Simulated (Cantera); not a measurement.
Input: 1 mol C, 1.6 mol H2, equilibrated at 0.200 bar.

Equilibrium computed with Cantera from the NASA thermochemical tables; the gas is ideal and each condensed phase is pure. Candidate condensed phases: C, C6H6, C7H8, C8H18; 76 gas species. Equilibrium is a limit: real reactors are often held back by kinetics, nucleation or transport.

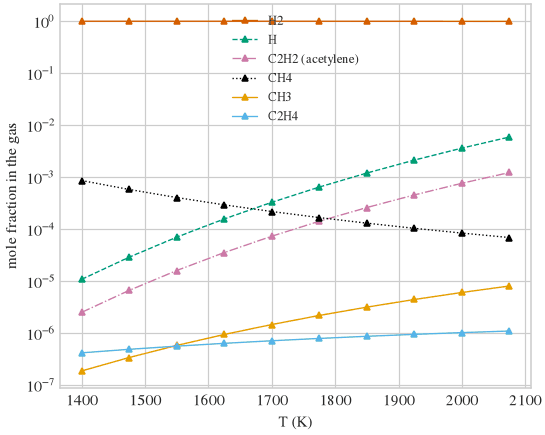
Figure. Equilibrium gas composition (values under 1e-9 drawn at 1e-9)

Task: Read off the mole fractions at 1850 K.

Result: H2 about 1.00, H about 0.0012, C2H2 (acetylene) about 0.00026, CH4 about 0.00013, CH3 about 3.2e-6, C2H4 about 8.7e-7.
